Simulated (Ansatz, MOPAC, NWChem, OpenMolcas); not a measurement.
# BH3O3 (boric acid): methods side by side

BH3O3: 7 atoms, total charge 0, spin state singlet. SMILES: `OB(O)O`. Geometry: relaxed at PBE0-D4/def2-TZVP. This is a higher conformer, about 20 kJ/mol above the lowest found by a separate search.

Quantity: the dipole moment, in D. The values are calculated.

```
              level                    kind     program  value (D)   CPU time
                PM3          semi-empirical       MOPAC       2.30  under 2 s
       HF/def2-SVPD            Hartree–Fock  OpenMolcas       3.21       18 s
    SVWN5/def2-SVPD                     LDA      NWChem       2.96       19 s
     BLYP/def2-SVPD                     GGA      NWChem       2.88       29 s
   r2SCAN/def2-SVPD                meta-GGA  OpenMolcas       2.95       71 s
   M06-2X/def2-SVPD         hybrid meta-GGA      NWChem       3.03       38 s
CAM-B3LYP/def2-SVPD  range-separated hybrid      NWChem       3.04    3.4 min
      MP2/def2-SVPD     perturbation theory      Ansatz       3.00       12 s
```

The values span 2.30 to 3.21 D. Times are those of the runs behind each value, whatever else they computed, on shared processors of several kinds: orders of magnitude only.

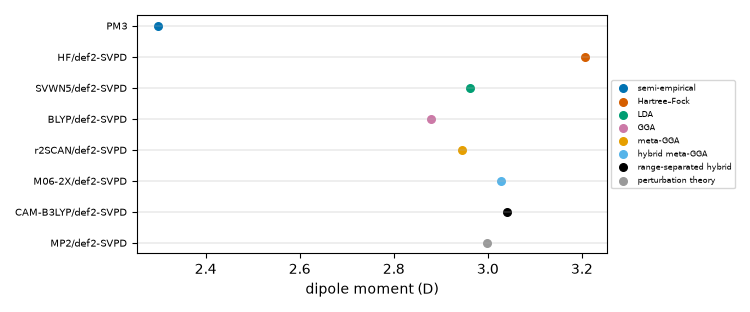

The values of the table, level by level.
